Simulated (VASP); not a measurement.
Here is the system:

```xyz
3
Lattice="0.0000 2.6949 2.6949 2.6949 0.0000 2.6949 2.6949 2.6949 0.0000" Properties=species:S:1:pos:R:3 pbc="T T T"
Si     1.3475     1.3475     1.3475
Si     4.0424     4.0424     4.0424
Ni     0.0000     0.0000     0.0000
```

All values below come from r2SCAN meta-GGA, VASP's PBE PAW potentials (set 64) (plane waves; VASP). Numerical set-up: 520 eV cut-off, 11×11×11 Γ-centred mesh, tetrahedra with Blöchl corrections, potentials Si Ni.

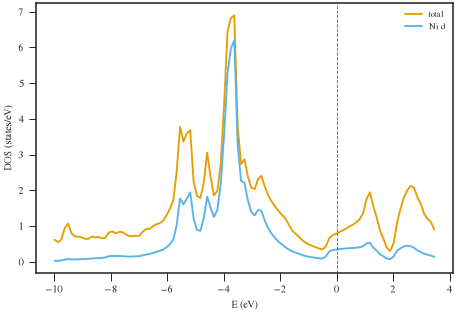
*Total and projected density of states, zero at the Fermi level*

Within 2 eV below the Fermi level the largest weight inside VASP's projection spheres is Ni d, then Si p.

It has no gap at this level: it comes out as a metal or semimetal.

The compound is NiSi2 in the fluorite structure. It was relaxed first. The run is not spin-polarised, so no magnetic state was tried.
